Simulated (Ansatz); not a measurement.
# What a change does: single-point calculation on SiN2H5OF

System: SiN2H5OF, SMILES N[Si](N)(O)F.
Method of run A: RKS B2PLYP (frozen core)/def2-TZVPP (Ansatz 0.2.0).

The geometry comes from this level: PBE0-D4/def2-TZVP. Text and figures count atoms from 1; the logs count them from 0 in places.

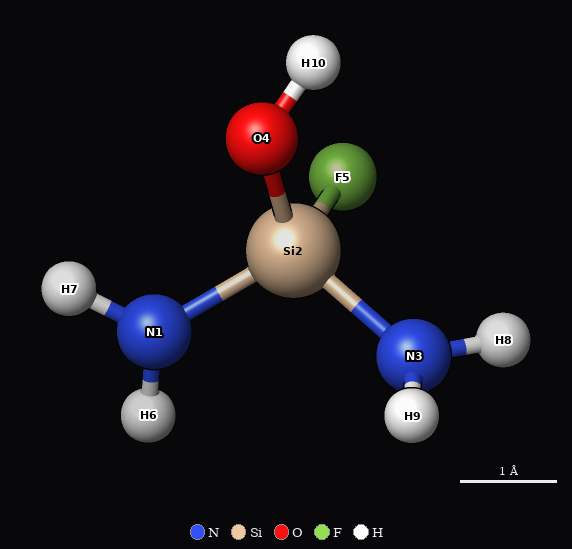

Fig. 1: The structure (ball-and-stick view, seen at a tilt; atoms are numbered from 1 in the order of the input).

### Input file, run A
```yaml
crystal:
  periodic: [false, false, false]
  atoms:
    - {symbol: N, position_ang: [-0.415753, 1.495419, -0.024829]}
    - {symbol: Si, position_ang: [0.063393, -0.096398, -0.298275]}
    - {symbol: N, position_ang: [-0.488663, -1.065147, 0.977805]}
    - {symbol: O, position_ang: [1.670979, 0.022602, -0.585141]}
    - {symbol: F, position_ang: [-0.553869, -0.827115, -1.586609]}
    - {symbol: H, position_ang: [-1.328326, 1.723125, 0.327296]}
    - {symbol: H, position_ang: [0.046591, 2.271965, -0.464079]}
    - {symbol: H, position_ang: [-0.741180, -2.027080, 0.831054]}
    - {symbol: H, position_ang: [-0.238858, -0.873712, 1.932481]}
    - {symbol: H, position_ang: [2.068785, -0.674859, -1.106904]}
basis:
  gaussian: {orbitals: def2-TZVPP}
hamiltonian: {xc: {name: B2PLYP}}
```

Command:
```bash
ansatz run in.yaml --threads 4 --pin off --events-out ev --progress --plain --max-ram 10444MiB
```

Hardware: 4 threads of Arm Neoverse V1, 23 GiB of memory available, shared host.

### Output (run A)
```
Functional definition: B2PLYP
  parameter a = 0.53
  parameter c = 0.27
  exchange = (1 - a)*b88_x + a*exact_x
  correlation = (1 - c)*lyp_c + c*(mp2_os + mp2_ss)
1419 factors; integrals over basis functions are off by at most 1.1e-3 eV
mean field evaluation 1: about -15684.6311 eV, gradient 8.0e1 eV
mean field evaluation 2: about -15684.7461 eV, gradient 8.0e1 eV
mean field evaluation 4: about -15695.1511 eV, gradient 3.7e0 eV
mean field evaluation 8: about -15695.1974 eV, gradient 3.2e-1 eV
mean field evaluation 16: about -15695.1977 eV, gradient 1.2e-4 eV
mean field -15695.19765060 eV, -576.7878750725 hartree, gradient 3.0e-6 eV, S^2 0.000000; 0 other end points of the search recorded, 0 dependent functions left out
9 core orbitals not correlated: weight in the atoms' cores, before any rotation towards them, 1.000 or more for the frozen orbitals, at most 0.000 for the correlated occupied ones
reference -15695.19780584 eV, -576.7878807774 hartree; 16, 16 occupied and 211, 211 virtual orbitals, 1419 factors
second order -33.55600817 eV of doubles, -0.00000000 eV of singles
Total energy: -15704.25792805 eV, -577.1208341274 hartree
```

For run B the input was changed thus:
```diff
-hamiltonian: {xc: {name: B2PLYP}}
+hamiltonian: {xc: {name: PBE-QIDH}}
```

What does this change do to the results?

The total energies belong to different methods, so their difference says nothing on which is more stable or more accurate. The functional changes from B2PLYP to PBE-QIDH.

### Output (run B)
```
Functional definition: PBE-QIDH
  parameter a = 3^(-1/3)
  parameter c = 1/3
  exchange = (1 - a)*pbe_x + a*exact_x
  correlation = (1 - c)*pbe_c + c*(mp2_os + mp2_ss)
1419 factors; integrals over basis functions are off by at most 1.1e-3 eV
mean field evaluation 1: about -15679.6163 eV, gradient 6.8e1 eV
mean field evaluation 2: about -15679.7633 eV, gradient 6.8e1 eV
mean field evaluation 4: about -15687.3208 eV, gradient 2.8e0 eV
mean field evaluation 8: about -15687.3597 eV, gradient 2.5e-1 eV
mean field evaluation 16: about -15687.3598 eV, gradient 7.5e-5 eV
mean field -15687.35975097 eV, -576.4998375739 hartree, gradient 7.2e-6 eV, S^2 0.000000; 0 other end points of the search recorded, 0 dependent functions left out
9 core orbitals not correlated: weight in the atoms' cores, before any rotation towards them, 1.000 or more for the frozen orbitals, at most 0.000 for the correlated occupied ones
reference -15687.35976232 eV, -576.4998379910 hartree; 16, 16 occupied and 211, 211 virtual orbitals, 1419 factors
second order -31.29844706 eV of doubles, -0.00000000 eV of singles
Total energy: -15697.79257801 eV, -576.8832368959 hartree
```

### The two runs side by side

```tsv
quantity	run A	run B
outcome	converged	converged
total energy (hartree)	−577.120834	−576.883237
basis functions	236	236
wall time (shared host)	4.2 s	4.2 s
```
